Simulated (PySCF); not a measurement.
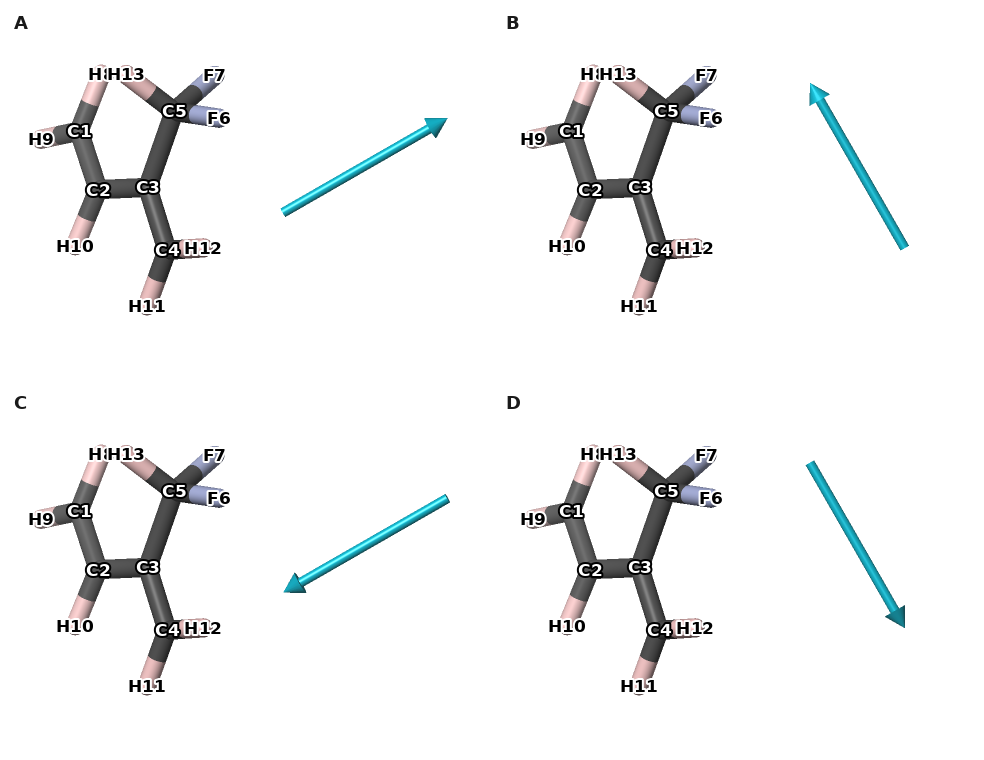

The same molecule four times, each with an arrow. The geometry was computed by an optimisation with PBE0-D3(BJ)/def2-SVP. No frequency run is at hand to confirm it as a minimum. Level of theory: BHandHLYP/aug-pcX-1 (pcseg-1 on H), gas phase (PySCF 2.14.0).

Which arrow points along the dipole moment, from the negative to the positive end?

C. The dipole moment is 2.15 D; it points from the side of F6, F7 to the side of H10 (the outermost atoms at the two ends).
